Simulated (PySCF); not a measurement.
**CH₇FSSi₂: electronic excitations at several levels of theory**

Aim: compute the electronic excitations of CH₇FSSi₂ (`C[SiH2][Si@H](F)S`) at several levels, and see how far they spread and what each costs.

Computed with PySCF 2.14.0, with density-fitted response routines of our own, on a single molecule in the gas phase. Atoms count from 0, in the outputs and in this text.

## 1. Starting geometry

12 atoms, charge 0, multiplicity 1; geometry from: PBE0-D3(BJ)/def2-SVP.

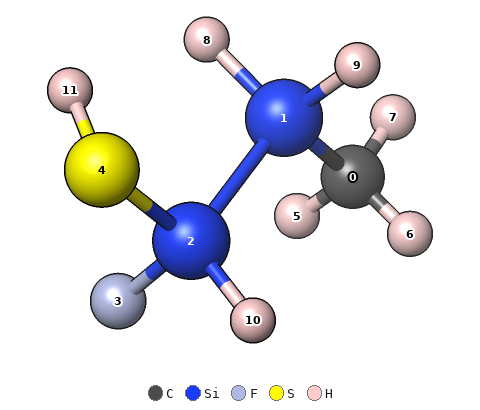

The starting geometry (carbon dark grey, silicon blue, fluorine light blue, sulfur yellow, hydrogen pink), atoms numbered.

## 2. Excited states and response: LDA/def2-SVPD

Job settings and geometry (Å):

```
{"job": {"kind": "uv", "xc": "LDA", "basis": "def2-SVPD", "ip": true}, "charge": 0, "multiplicity": 1}
C      1.660616     0.951576     0.781324
Si    -0.068809     0.212656     0.814076
Si    -0.555947    -0.942000    -1.158268
F     -0.246746     0.090106    -2.388842
S     -2.587270    -1.597219    -1.179360
H      1.768241     1.620577    -0.085902
H      2.424555     0.163655     0.704522
H      1.854765     1.532144     1.695914
H     -1.105517     1.289362     0.929208
H     -0.249961    -0.721903     1.968774
H      0.230967    -2.181223    -1.413657
H     -3.084398    -0.445694    -0.675932
```

Method: TDDFT LDA/def2-SVPD, vertical, gas phase, core orbitals frozen in the response.

The run is started by

```sh
$ OMP_NUM_THREADS=1 python probes_run.py task.json out
```

The driver reads the jobs from task.json and runs them one after another.

Output:

```text
coarse grid: 11384 points
cycle   1  E = -1114.1010834377  dE =  1.069e-01  |g| = 6.331e-01  |ddm| = 4.062e+00
cycle   2  E = -1113.8221646561  dE =  2.789e-01  |g| = 1.351e+00  |ddm| = 1.901e+00
cycle   3  E = -1114.1845029864  dE = -3.623e-01  |g| = 1.854e-01  |ddm| = 1.281e+00
cycle   4  E = -1114.1917971326  dE = -7.294e-03  |g| = 6.016e-02  |ddm| = 2.665e-01
cycle   5  E = -1114.1925755575  dE = -7.784e-04  |g| = 1.586e-02  |ddm| = 8.149e-02
cycle   6  E = -1114.1926700457  dE = -9.449e-05  |g| = 3.400e-03  |ddm| = 2.861e-02
cycle   7  E = -1114.1926732672  dE = -3.222e-06  |g| = 7.686e-04  |ddm| = 6.788e-03
final grid: 96016 points
cycle   8  E = -1114.3120536075  dE = -1.603e-05  |g| = 2.312e-03  |ddm| = 4.944e-02
cycle   9  E = -1114.3120510885  dE =  2.519e-06  |g| = 3.764e-03  |ddm| = 6.217e-03
cycle  10  E = -1114.3120549520  dE = -3.863e-06  |g| = 3.719e-04  |ddm| = 4.091e-03
cycle  11  E = -1114.3120549864  dE = -3.442e-08  |g| = 1.910e-04  |ddm| = 7.040e-04
cycle  12  E = -1114.3120549937  dE = -7.290e-09  |g| = 4.926e-05  |ddm| = 2.326e-04
cycle  13  E = -1114.3120549943  dE = -5.791e-10  |g| = 9.601e-06  |ddm| = 7.446e-05
converged SCF energy = -1114.3120549943

Static polarisability (au): isotropic 96.863, principal 79.263 89.213 122.113

Singlet excitations
state   eV       nm        f      main configurations
  1   5.4515    227.4   0.01220   H->L 0.91
  2   5.6079    221.1   0.02889   H->L+1 0.86
  3   5.9012    210.1   0.02749   H->L+2 0.87
  4   6.0902    203.6   0.01200   H-1->L 0.45, H-1->L+1 0.43
  5   6.2171    199.4   0.01119   H-1->L+1 0.52, H-1->L 0.37
  6   6.3979    193.8   0.03112   H->L+3 0.78, H-1->L+2 0.15
  7   6.5664    188.8   0.07737   H-1->L+2 0.66, H->L+3 0.13
  8   6.8285    181.6   0.01202   H->L+4 0.76, H-2->L+1 0.14
  9   6.9258    179.0   0.00682   H->L+5 0.32, H-2->L+1 0.25, H-1->L+3 0.19
 10   6.9621    178.1   0.00674   H-2->L+1 0.39, H->L+5 0.26, H-1->L+3 0.16

Triplet excitations (Tamm-Dancoff, eV): 5.1548 5.1664 5.5718 5.6893
Vertical ionisation energy (delta-SCF) = 9.4420 eV
Vertical electron affinity (delta-SCF) = -0.5585 eV
```

Run time: 42 s. Hardware: 1 thread of Intel Xeon 6975P-C, shared host; peak memory 0.51 GiB.

The orbitals next to the gap, with their largest atomic shares:

| orbital | eV | atoms |
| --- | --- | --- |
| HOMO−3 | -8.38 | Si1 34 %, H9 27 %, C0 19 % |
| HOMO−2 | -8.17 | S4 21 %, Si1 17 %, C0 14 % |
| HOMO−1 | -7.24 | S4 31 %, Si2 20 %, Si1 19 % |
| HOMO | -6.65 | S4 62 %, Si2 13 %, Si1 9 % |
| LUMO | -1.35 | Si2 27 %, Si1 20 %, S4 19 % |
| LUMO+1 | -1.33 | Si2 27 %, Si1 21 %, S4 15 % |
| LUMO+2 | -0.92 | S4 41 %, H11 17 %, Si1 14 % |

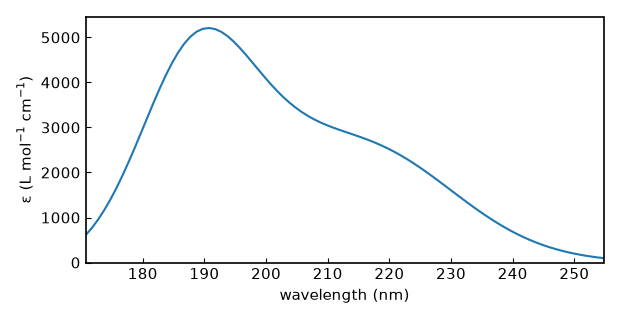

Absorption spectrum: each of the 10 states is a Gaussian band of 0.4 eV half-width at 1/e. Beyond the last state computed it falls off for lack of states.

Further results of this job:

| property | computed |
| --- | --- |
| dipole moment (D) | 2.13 |
| polarisability (Å³) | 14.35 |
| HOMO–LUMO gap (eV) | 5.30 |
| −ε(HOMO) (eV) | 6.65 |

## 3. TDDFT and polarisability: PBE/def2-SVPD

Same as in step 2 but for these lines:

```diff
@@ -1,2 +1,2 @@
-{"job": {"kind": "uv", "xc": "LDA", "basis": "def2-SVPD", "ip": true}, "charge": 0, "multiplicity": 1}
+{"job": {"kind": "uv", "xc": "PBE", "basis": "def2-SVPD", "ip": true}, "charge": 0, "multiplicity": 1}
 C      1.660616     0.951576     0.781324
```

With the program's defaults for keys left out, this is: TDDFT PBE/def2-SVPD, vertical, gas phase, core orbitals frozen in the response.

Output:

```text
coarse grid: 11384 points
cycle   1  E = -1118.1481699865  dE =  1.042e-01  |g| = 6.471e-01  |ddm| = 4.103e+00
cycle   2  E = -1117.8544456661  dE =  2.937e-01  |g| = 1.396e+00  |ddm| = 1.906e+00
cycle   3  E = -1118.2329664466  dE = -3.785e-01  |g| = 1.839e-01  |ddm| = 1.301e+00
cycle   4  E = -1118.2404588387  dE = -7.492e-03  |g| = 5.820e-02  |ddm| = 2.715e-01
cycle   5  E = -1118.2412309851  dE = -7.721e-04  |g| = 1.487e-02  |ddm| = 8.179e-02
cycle   6  E = -1118.2413144294  dE = -8.344e-05  |g| = 3.437e-03  |ddm| = 2.706e-02
cycle   7  E = -1118.2413178668  dE = -3.437e-06  |g| = 7.338e-04  |ddm| = 6.706e-03
final grid: 96016 points
cycle   8  E = -1118.4045609661  dE = -1.137e-05  |g| = 9.155e-03  |ddm| = 6.861e-02
cycle   9  E = -1118.4045131774  dE =  4.779e-05  |g| = 1.552e-02  |ddm| = 2.995e-02
cycle  10  E = -1118.4045840044  dE = -7.083e-05  |g| = 6.667e-04  |ddm| = 1.997e-02
cycle  11  E = -1118.4045841915  dE = -1.871e-07  |g| = 1.281e-04  |ddm| = 1.417e-03
cycle  12  E = -1118.4045841958  dE = -4.333e-09  |g| = 5.983e-05  |ddm| = 2.657e-04
cycle  13  E = -1118.4045841965  dE = -7.180e-10  |g| = 1.680e-05  |ddm| = 8.089e-05
converged SCF energy = -1118.4045841965

Static polarisability (au): isotropic 95.160, principal 78.014 87.517 119.950

Singlet excitations
state   eV       nm        f      main configurations
  1   5.5296    224.2   0.01354   H->L 0.91
  2   5.6745    218.5   0.03055   H->L+1 0.84
  3   5.9360    208.9   0.02559   H->L+2 0.90
  4   6.1903    200.3   0.01415   H-1->L+1 0.47, H-1->L 0.39
  5   6.2990    196.8   0.00970   H-1->L+1 0.46, H-1->L 0.42
  6   6.4193    193.1   0.03746   H->L+3 0.82, H-1->L+2 0.09
  7   6.6152    187.4   0.07319   H-1->L+2 0.69, H->L+3 0.08, H->L+4 0.08
  8   6.8836    180.1   0.02073   H->L+4 0.80
  9   7.0048    177.0   0.00963   H-1->L+3 0.42, H->L+5 0.40, H-2->L 0.15
 10   7.0646    175.5   0.01211   H-2->L+1 0.73, H-2->L 0.09

Triplet excitations (Tamm-Dancoff, eV): 5.1673 5.1930 5.5231 5.6835
Vertical ionisation energy (delta-SCF) = 9.3236 eV
```

Wall time 47 s (1 thread of Intel Xeon 6975P-C, shared host); peak memory 0.64 GiB.

In short: HOMO -6.55 eV, LUMO -1.16 eV; lowest singlet 5.53 eV.

## 4. Ultraviolet spectrum: B3LYP/def2-SVPD

Same as in step 3 but for these lines:

```diff
@@ -1,2 +1,2 @@
-{"job": {"kind": "uv", "xc": "PBE", "basis": "def2-SVPD", "ip": true}, "charge": 0, "multiplicity": 1}
+{"job": {"kind": "uv", "xc": "B3LYP", "basis": "def2-SVPD", "ip": true}, "charge": 0, "multiplicity": 1}
 C      1.660616     0.951576     0.781324
```

Method: TDDFT B3LYP/def2-SVPD, vertical, gas phase, core orbitals frozen in the response.

Output:

```text
coarse grid: 11384 points
cycle   1  E = -1118.8919593753  dE =  8.571e-02  |g| = 6.101e-01  |ddm| = 4.017e+00
cycle   2  E = -1118.7695657963  dE =  1.224e-01  |g| = 1.036e+00  |ddm| = 1.575e+00
cycle   3  E = -1118.9682483262  dE = -1.987e-01  |g| = 1.013e-01  |ddm| = 9.190e-01
cycle   4  E = -1118.9703651867  dE = -2.117e-03  |g| = 3.408e-02  |ddm| = 1.576e-01
cycle   5  E = -1118.9706598846  dE = -2.947e-04  |g| = 5.355e-03  |ddm| = 4.514e-02
cycle   6  E = -1118.9706702708  dE = -1.039e-05  |g| = 1.408e-03  |ddm| = 1.063e-02
cycle   7  E = -1118.9706708813  dE = -6.104e-07  |g| = 2.843e-04  |ddm| = 2.879e-03
final grid: 96016 points
cycle   8  E = -1119.0961684973  dE = -1.296e-05  |g| = 2.806e-03  |ddm| = 4.155e-02
cycle   9  E = -1119.0961669374  dE =  1.560e-06  |g| = 3.742e-03  |ddm| = 6.879e-03
cycle  10  E = -1119.0961705487  dE = -3.611e-06  |g| = 2.066e-04  |ddm| = 3.714e-03
cycle  11  E = -1119.0961705556  dE = -6.905e-09  |g| = 1.203e-04  |ddm| = 3.492e-04
cycle  12  E = -1119.0961705579  dE = -2.308e-09  |g| = 2.679e-05  |ddm| = 1.250e-04
cycle  13  E = -1119.0961705582  dE = -2.210e-10  |g| = 5.055e-06  |ddm| = 4.743e-05
converged SCF energy = -1119.0961705582

Static polarisability (au): isotropic 91.756, principal 75.943 84.853 114.472

Singlet excitations
state   eV       nm        f      main configurations
  1   5.9554    208.2   0.01791   H->L 0.84, H->L+2 0.08
  2   6.1386    202.0   0.00489   H->L+1 0.58, H->L+2 0.38
  3   6.2495    198.4   0.06346   H->L+2 0.43, H->L+1 0.29, H->L 0.12
  4   6.6837    185.5   0.02765   H-1->L 0.94
  5   6.7817    182.8   0.01394   H-1->L+1 0.90
  6   6.8570    180.8   0.03159   H->L+3 0.85
  7   7.1065    174.5   0.06415   H-1->L+2 0.66, H->L+4 0.19
  8   7.3988    167.6   0.04240   H->L+4 0.69, H-1->L+2 0.13
  9   7.5667    163.9   0.05686   H-1->L+3 0.59, H->L+5 0.26
 10   7.6557    162.0   0.05100   H->L+5 0.57, H-1->L+3 0.26

Triplet excitations (Tamm-Dancoff, eV): 5.5335 5.6310 5.7431 6.1251
Vertical ionisation energy (delta-SCF) = 9.6120 eV
```

Run time: 44 s. Hardware: 1 thread of Intel Xeon 6975P-C, shared host; peak memory 0.79 GiB.

This run: HOMO -7.49 eV, LUMO -0.59 eV; lowest singlet 5.96 eV.

## 5. Ultraviolet spectrum: PBE0/def2-SVPD

Same as in step 4 but for these lines:

```diff
@@ -1,2 +1,2 @@
-{"job": {"kind": "uv", "xc": "B3LYP", "basis": "def2-SVPD", "ip": true}, "charge": 0, "multiplicity": 1}
+{"job": {"kind": "uv", "xc": "PBE0", "basis": "def2-SVPD", "ip": true}, "charge": 0, "multiplicity": 1}
 C      1.660616     0.951576     0.781324
```

Level: TDDFT PBE0/def2-SVPD, vertical, gas phase, core orbitals frozen in the response.

Output:

```text
coarse grid: 11384 points
cycle   1  E = -1118.3193017780  dE =  7.239e-02  |g| = 5.581e-01  |ddm| = 3.923e+00
cycle   2  E = -1118.2411676196  dE =  7.813e-02  |g| = 8.782e-01  |ddm| = 1.400e+00
cycle   3  E = -1118.3834510966  dE = -1.423e-01  |g| = 7.871e-02  |ddm| = 7.891e-01
cycle   4  E = -1118.3847108844  dE = -1.260e-03  |g| = 2.747e-02  |ddm| = 1.284e-01
cycle   5  E = -1118.3849082609  dE = -1.974e-04  |g| = 4.153e-03  |ddm| = 3.891e-02
cycle   6  E = -1118.3849143263  dE = -6.065e-06  |g| = 1.121e-03  |ddm| = 8.769e-03
final grid: 96016 points
cycle   7  E = -1118.5081430303  dE = -1.288e-05  |g| = 6.079e-03  |ddm| = 5.104e-02
cycle   8  E = -1118.5081383981  dE =  4.632e-06  |g| = 7.225e-03  |ddm| = 1.762e-02
cycle   9  E = -1118.5081534534  dE = -1.506e-05  |g| = 4.595e-04  |ddm| = 9.423e-03
cycle  10  E = -1118.5081535022  dE = -4.885e-08  |g| = 1.291e-04  |ddm| = 6.904e-04
cycle  11  E = -1118.5081535048  dE = -2.585e-09  |g| = 4.719e-05  |ddm| = 1.570e-04
cycle  12  E = -1118.5081535053  dE = -4.686e-10  |g| = 9.132e-06  |ddm| = 6.324e-05
converged SCF energy = -1118.5081535053

Static polarisability (au): isotropic 91.032, principal 75.320 84.184 113.593

Singlet excitations
state   eV       nm        f      main configurations
  1   6.1242    202.4   0.01739   H->L 0.83
  2   6.2545    198.2   0.00672   H->L+1 0.58, H->L+2 0.36
  3   6.3706    194.6   0.06650   H->L+2 0.43, H->L+1 0.27, H->L 0.12
  4   6.8277    181.6   0.02879   H-1->L 0.86
  5   6.8975    179.8   0.02394   H-1->L+1 0.82
  6   7.1227    174.1   0.02381   H->L+3 0.77, H-1->L+2 0.10
  7   7.2769    170.4   0.08722   H-1->L+2 0.60, H->L+4 0.16, H->L+3 0.10
  8   7.5922    163.3   0.04304   H->L+4 0.67, H-1->L+2 0.10
  9   7.7803    159.4   0.02690   H-1->L+3 0.44, H->L+5 0.35
 10   7.8195    158.6   0.00564   H-2->L+1 0.82

Triplet excitations (Tamm-Dancoff, eV): 5.5711 5.6455 5.8000 6.1762
Vertical ionisation energy (delta-SCF) = 9.6426 eV
```

It took 49 s on 1 thread of Intel Xeon 6975P-C, shared host; peak memory 0.79 GiB.

Key values: HOMO -7.73 eV, LUMO -0.38 eV; lowest singlet 6.12 eV.

## 6. Ultraviolet spectrum: BHandHLYP/def2-SVPD

Same as in step 5 but for these lines:

```diff
@@ -1,2 +1,2 @@
-{"job": {"kind": "uv", "xc": "PBE0", "basis": "def2-SVPD", "ip": true}, "charge": 0, "multiplicity": 1}
+{"job": {"kind": "uv", "xc": "BHandHLYP", "basis": "def2-SVPD", "ip": true}, "charge": 0, "multiplicity": 1}
 C      1.660616     0.951576     0.781324
```

Level: TDDFT BHandHLYP/def2-SVPD, vertical, gas phase, core orbitals frozen in the response.

Output:

```text
coarse grid: 11384 points
cycle   1  E = -1118.8211507464  dE =  6.461e-02  |g| = 5.440e-01  |ddm| = 3.836e+00
cycle   2  E = -1118.8176738213  dE =  3.477e-03  |g| = 6.266e-01  |ddm| = 1.242e+00
cycle   3  E = -1118.8872707380  dE = -6.960e-02  |g| = 5.096e-02  |ddm| = 5.501e-01
cycle   4  E = -1118.8877576896  dE = -4.870e-04  |g| = 2.454e-02  |ddm| = 1.077e-01
cycle   5  E = -1118.8879357984  dE = -1.781e-04  |g| = 2.801e-03  |ddm| = 4.169e-02
cycle   6  E = -1118.8879383944  dE = -2.596e-06  |g| = 7.430e-04  |ddm| = 6.206e-03
final grid: 96016 points
cycle   7  E = -1118.9683263042  dE = -6.386e-06  |g| = 1.874e-03  |ddm| = 2.671e-02
cycle   8  E = -1118.9683265169  dE = -2.127e-07  |g| = 1.705e-03  |ddm| = 4.722e-03
cycle   9  E = -1118.9683272650  dE = -7.481e-07  |g| = 9.035e-05  |ddm| = 1.760e-03
cycle  10  E = -1118.9683272666  dE = -1.642e-09  |g| = 7.297e-05  |ddm| = 2.107e-04
cycle  11  E = -1118.9683272676  dE = -1.008e-09  |g| = 1.087e-05  |ddm| = 8.388e-05
cycle  12  E = -1118.9683272676  dE = -3.638e-11  |g| = 3.131e-06  |ddm| = 2.188e-05
converged SCF energy = -1118.9683272676

Static polarisability (au): isotropic 87.807, principal 73.341 81.678 108.403

Singlet excitations
state   eV       nm        f      main configurations
  1   6.3666    194.7   0.00799   H->L 0.34, H->L+2 0.28, H->L+3 0.11
  2   6.6517    186.4   0.03620   H->L 0.35, H->L+3 0.19, H->L+1 0.18
  3   6.7702    183.1   0.06029   H->L+1 0.54, H->L 0.15, H-1->L+1 0.11
  4   7.2386    171.3   0.05227   H-1->L 0.72, H->L+3 0.11
  5   7.4360    166.7   0.02187   H-1->L+1 0.75
  6   7.6642    161.8   0.01173   H->L+2 0.35, H-1->L+2 0.17, H-1->L 0.14
  7   7.7697    159.6   0.08351   H-1->L+2 0.28, H->L+3 0.27, H->L+4 0.14
  8   8.0697    153.6   0.08882   H->L+4 0.46, H-1->L+2 0.09, H->L+5 0.09
  9   8.2999    149.4   0.11869   H-1->L+3 0.28, H->L+6 0.20, H->L+5 0.14
 10   8.3760    148.0   0.28677   H->L+5 0.25, H-1->L+3 0.22, H->L+4 0.09

Triplet excitations (Tamm-Dancoff, eV): 5.8568 6.0209 6.0500 6.5867
Vertical ionisation energy (delta-SCF) = 9.7652 eV
```

Wall time 42 s (1 thread of Intel Xeon 6975P-C, shared host); peak memory 0.8 GiB.

This run: HOMO -8.77 eV, LUMO 0.36 eV; lowest singlet 6.37 eV.

## 7. TDDFT and polarisability: CAM-B3LYP/def2-SVPD

Same as in step 6 but for these lines:

```diff
@@ -1,2 +1,2 @@
-{"job": {"kind": "uv", "xc": "BHandHLYP", "basis": "def2-SVPD", "ip": true}, "charge": 0, "multiplicity": 1}
+{"job": {"kind": "uv", "xc": "CAM-B3LYP", "basis": "def2-SVPD", "ip": true}, "charge": 0, "multiplicity": 1}
 C      1.660616     0.951576     0.781324
```

Level: TDDFT CAM-B3LYP/def2-SVPD, vertical, gas phase, core orbitals frozen in the response.

Output:

```text
coarse grid: 11384 points
cycle   1  E = -1118.8036405887  dE =  7.668e-02  |g| = 5.736e-01  |ddm| = 3.878e+00
cycle   2  E = -1118.7778198265  dE =  2.582e-02  |g| = 7.567e-01  |ddm| = 1.325e+00
cycle   3  E = -1118.8756997943  dE = -9.788e-02  |g| = 6.557e-02  |ddm| = 6.147e-01
cycle   4  E = -1118.8766092580  dE = -9.095e-04  |g| = 2.590e-02  |ddm| = 1.250e-01
cycle   5  E = -1118.8768013548  dE = -1.921e-04  |g| = 3.441e-03  |ddm| = 4.291e-02
cycle   6  E = -1118.8768052516  dE = -3.897e-06  |g| = 1.216e-03  |ddm| = 7.948e-03
final grid: 96016 points
cycle   7  E = -1119.0037483150  dE = -1.056e-05  |g| = 2.733e-03  |ddm| = 2.654e-02
cycle   8  E = -1119.0037485206  dE = -2.057e-07  |g| = 2.651e-03  |ddm| = 6.698e-03
cycle   9  E = -1119.0037503075  dE = -1.787e-06  |g| = 1.363e-04  |ddm| = 2.758e-03
cycle  10  E = -1119.0037503101  dE = -2.578e-09  |g| = 1.180e-04  |ddm| = 2.712e-04
cycle  11  E = -1119.0037503126  dE = -2.489e-09  |g| = 1.617e-05  |ddm| = 1.215e-04
cycle  12  E = -1119.0037503127  dE = -8.754e-11  |g| = 4.882e-06  |ddm| = 3.267e-05
converged SCF energy = -1119.0037503127

Static polarisability (au): isotropic 90.001, principal 75.140 83.657 111.207

Singlet excitations
state   eV       nm        f      main configurations
  1   6.2234    199.2   0.00957   H->L 0.38, H->L+2 0.26, H->L+3 0.09
  2   6.4672    191.7   0.01853   H->L+1 0.33, H->L+2 0.21, H->L 0.20
  3   6.5842    188.3   0.06495   H->L+1 0.40, H->L 0.24, H-1->L+1 0.11
  4   7.0312    176.3   0.04549   H-1->L 0.73, H->L+3 0.11
  5   7.2022    172.1   0.02555   H-1->L+1 0.75
  6   7.4674    166.0   0.01042   H->L+2 0.33, H-1->L+2 0.25, H-1->L 0.11
  7   7.5619    164.0   0.06986   H->L+3 0.32, H-1->L+2 0.22, H->L+4 0.16
  8   7.8745    157.5   0.08057   H->L+4 0.44, H-2->L 0.11, H->L+5 0.08
  9   8.0905    153.2   0.10705   H-1->L+3 0.29, H->L+6 0.19, H-1->L+2 0.13
 10   8.1610    151.9   0.00669   H-2->L+1 0.66

Triplet excitations (Tamm-Dancoff, eV): 5.7378 5.8835 5.9239 6.4129
Vertical ionisation energy (delta-SCF) = 9.8190 eV
```

It took 50 s on 1 thread of Intel Xeon 6975P-C, shared host; peak memory 0.93 GiB.

This run: HOMO -9.01 eV, LUMO 0.51 eV; lowest singlet 6.22 eV.

## 8. Excited states and response: wB97X-D/def2-SVPD

Same as in step 7 but for these lines:

```diff
@@ -1,2 +1,2 @@
-{"job": {"kind": "uv", "xc": "CAM-B3LYP", "basis": "def2-SVPD", "ip": true}, "charge": 0, "multiplicity": 1}
+{"job": {"kind": "uv", "xc": "wB97X-D", "basis": "def2-SVPD", "ip": true}, "charge": 0, "multiplicity": 1}
 C      1.660616     0.951576     0.781324
```

With the program's defaults for keys left out, this is: TDDFT wB97X-D/def2-SVPD, vertical, gas phase, core orbitals frozen in the response.

Output:

```text
coarse grid: 11384 points
cycle   1  E = -1118.7849666091  dE =  5.738e-02  |g| = 5.668e-01  |ddm| = 3.828e+00
cycle   2  E = -1118.7804844854  dE =  4.482e-03  |g| = 6.745e-01  |ddm| = 1.250e+00
cycle   3  E = -1118.8568552622  dE = -7.637e-02  |g| = 5.766e-02  |ddm| = 5.215e-01
cycle   4  E = -1118.8576291098  dE = -7.738e-04  |g| = 2.256e-02  |ddm| = 1.187e-01
cycle   5  E = -1118.8577914624  dE = -1.624e-04  |g| = 3.268e-03  |ddm| = 5.139e-02
cycle   6  E = -1118.8577961909  dE = -4.729e-06  |g| = 9.459e-04  |ddm| = 1.107e-02
final grid: 96016 points
cycle   7  E = -1118.9880374325  dE = -6.547e-05  |g| = 5.709e-03  |ddm| = 8.782e-02
cycle   8  E = -1118.9880389032  dE = -1.471e-06  |g| = 5.815e-03  |ddm| = 1.730e-02
cycle   9  E = -1118.9880443723  dE = -5.469e-06  |g| = 6.538e-04  |ddm| = 4.393e-03
cycle  10  E = -1118.9880444684  dE = -9.608e-08  |g| = 2.717e-04  |ddm| = 1.443e-03
cycle  11  E = -1118.9880444898  dE = -2.141e-08  |g| = 5.485e-05  |ddm| = 5.839e-04
cycle  12  E = -1118.9880444912  dE = -1.321e-09  |g| = 1.520e-05  |ddm| = 1.356e-04
cycle  13  E = -1118.9880444913  dE = -1.610e-10  |g| = 4.571e-06  |ddm| = 4.855e-05
converged SCF energy = -1118.9880444913

Static polarisability (au): isotropic 89.643, principal 74.829 83.309 110.790

Singlet excitations
state   eV       nm        f      main configurations
  1   6.3490    195.3   0.00739   H->L+2 0.48, H->L 0.30, H-1->L+2 0.09
  2   6.4961    190.9   0.01472   H->L+1 0.40, H->L 0.30, H->L+2 0.18
  3   6.6496    186.5   0.07013   H->L+1 0.42, H->L 0.25, H-1->L+1 0.10
  4   7.1275    174.0   0.04727   H-1->L 0.79, H->L+3 0.09
  5   7.2434    171.2   0.03115   H-1->L+1 0.78
  6   7.6311    162.5   0.05775   H-1->L+2 0.58, H->L+2 0.17
  7   7.7010    161.0   0.05186   H->L+3 0.55, H->L+4 0.13
  8   8.0042    154.9   0.07958   H->L+4 0.42, H->L+3 0.09, H-2->L 0.09
  9   8.1619    151.9   0.01072   H-2->L+1 0.75, H-4->L+1 0.09
 10   8.2370    150.5   0.04355   H->L+6 0.26, H->L+5 0.23, H-1->L+3 0.19

Triplet excitations (Tamm-Dancoff, eV): 5.8765 5.9944 6.0183 6.5155
Vertical ionisation energy (delta-SCF) = 9.8188 eV
```

Run time: 48 s. Hardware: 1 thread of Intel Xeon 6975P-C, shared host; peak memory 0.87 GiB.

This run: HOMO -9.54 eV, LUMO 1.29 eV; lowest singlet 6.35 eV.

[end of part 1 of 2]
